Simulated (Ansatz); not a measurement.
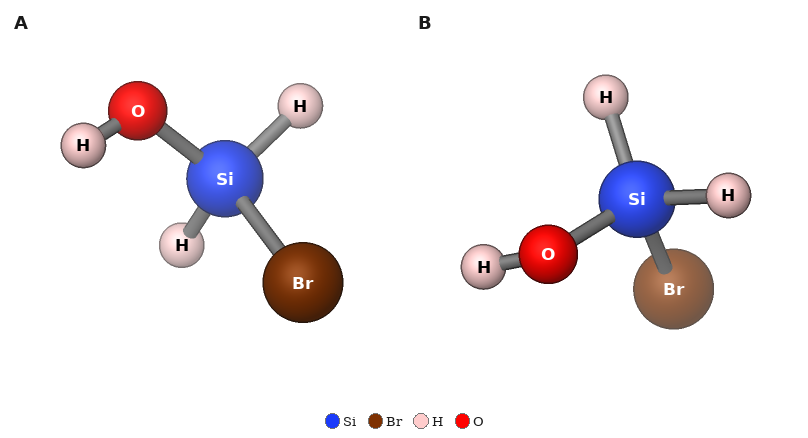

Depth is shown by fading: the farther an atom, the more it takes the colour of the background. The computed structure is the end point of a PBE0-D4/def2-TZVP optimisation.

**How are A and B related: the same structure turned, mirror images, conformers, diastereomers or constitutional isomers?**

They are the same structure, BrH3OSi, seen from two directions: a rotation takes one into the other. The geometry is chiral (C1), so its mirror image would differ.
